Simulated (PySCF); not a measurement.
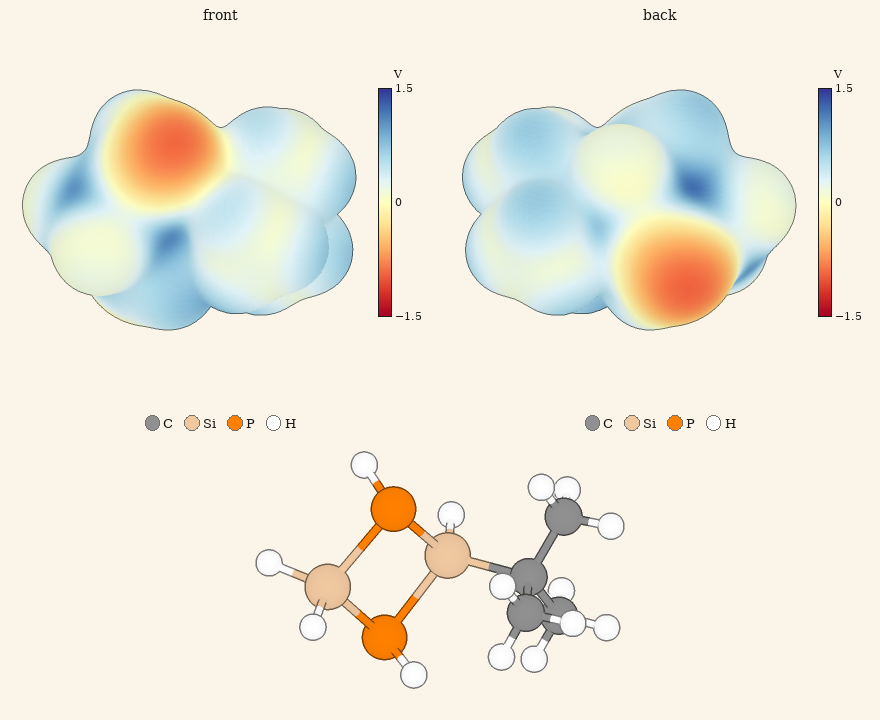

*C$_{4}$H$_{14}$P$_{2}$Si$_{2}$ (SMILES CC(C)(C)[SiH]1P[SiH2]P1). The electrostatic potential painted on the density surface at 0.002 e/bohr³, seen from the front and from behind; the colour scale runs from red (negative) to blue (positive). The bare structure is drawn below in the same view.*

Geometry: PBE0-D3(BJ)/def2-SVP.

Method: PBE0/pcSseg-1, SCF density, gas phase, non-relativistic (PySCF 2.14.0).

```yaml
atoms:
  - { symbol: C, position_ang: [-2.0384, -1.0288, 1.0022] }
  - { symbol: C, position_ang: [-1.2926, 0.0659, 0.2333] }
  - { symbol: C, position_ang: [-2.1871, 0.6637, -0.8546] }
  - { symbol: C, position_ang: [-0.8225, 1.1521, 1.2006] }
  - { symbol: Si, position_ang: [0.2067, -0.7695, -0.5977] }
  - { symbol: P, position_ang: [1.7513, -1.4387, 0.9535] }
  - { symbol: Si, position_ang: [3.0620, -0.1643, -0.4120] }
  - { symbol: P, position_ang: [1.4978, 0.6283, -1.8723] }
  - { symbol: H, position_ang: [-1.3973, -1.4985, 1.7663] }
  - { symbol: H, position_ang: [-2.9124, -0.5998, 1.5234] }
  - { symbol: H, position_ang: [-2.4072, -1.8222, 0.3328] }
  - { symbol: H, position_ang: [-1.6652, 1.4448, -1.4308] }
  - { symbol: H, position_ang: [-2.5358, -0.1023, -1.5659] }
  - { symbol: H, position_ang: [-3.0817, 1.1280, -0.4033] }
  - { symbol: H, position_ang: [-0.2925, 1.9666, 0.6819] }
  - { symbol: H, position_ang: [-0.1500, 0.7471, 1.9742] }
  - { symbol: H, position_ang: [-1.6884, 1.6020, 1.7169] }
  - { symbol: H, position_ang: [-0.2566, -1.9233, -1.4312] }
  - { symbol: H, position_ang: [2.0658, -2.6655, 0.2923] }
  - { symbol: H, position_ang: [4.0916, -0.9881, -1.1140] }
  - { symbol: H, position_ang: [3.7465, 0.9394, 0.3272] }
  - { symbol: H, position_ang: [1.2121, 1.7569, -1.0398] }
```

Q: Describe the electrostatic potential map.

A: The most negative region (about −0.9 V) lies over P6 and P8, the most positive (about +1.1 V) over Si5 and Si7.
